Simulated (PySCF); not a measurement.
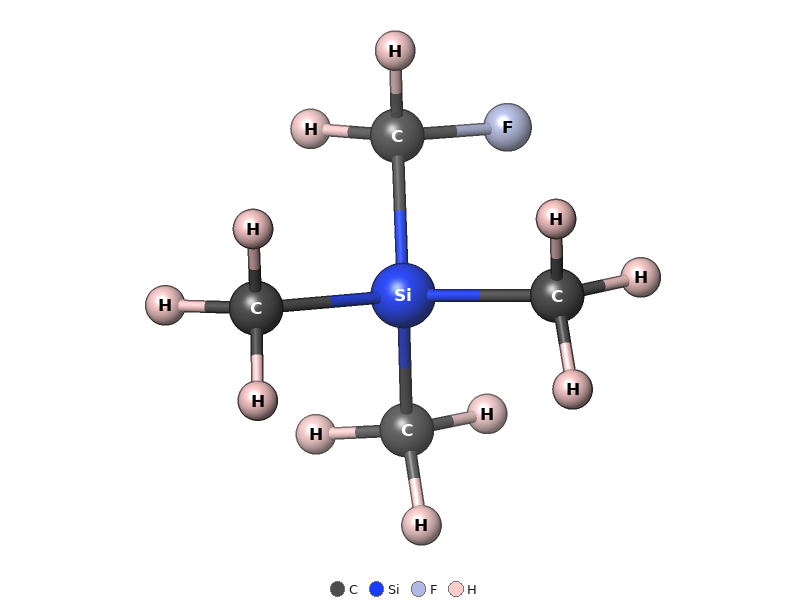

The geometry was computed by an optimisation with PBE0-D3(BJ)/def2-SVP. No frequency run is at hand to confirm it as a minimum. Program: PySCF 2.14.0.

At this fixed geometry, give dipole (D), HOMO energy (eV) at these levels: B3LYP/pcSseg-1; B97-D/pcSseg-1; KT2/pcSseg-1; KT3/pcSseg-1; PBE0/pcSseg-1; mPW1PW91/pcSseg-1.

| level | dipole (D) | HOMO energy (eV) |
| --- | --- | --- |
| B3LYP/pcSseg-1 | 1.91 | −7.76 |
| B97-D/pcSseg-1 | 1.82 | −6.52 |
| KT2/pcSseg-1 | 1.80 | −6.61 |
| KT3/pcSseg-1 | 1.77 | −6.65 |
| PBE0/pcSseg-1 | 1.92 | −7.98 |
| mPW1PW91/pcSseg-1 | 1.94 | −8.03 |
